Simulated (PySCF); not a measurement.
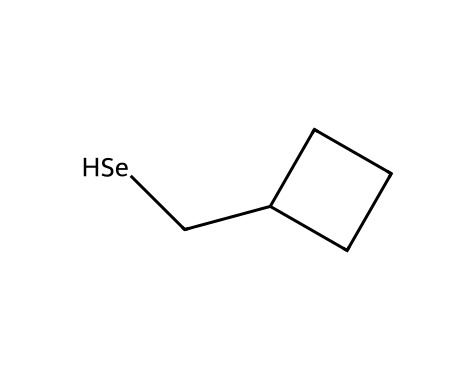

Figure made from data computed with PySCF.

Transcribe the drawing into SMILES.

Answer. [SeH]CC1CCC1

Give the formula, hydrogens included.

Answer. C5H10Se.

An optimisation with PBE0-D3(BJ)/def2-SVP gave a structure of which point group?

Answer. C1. Other conformers may differ.
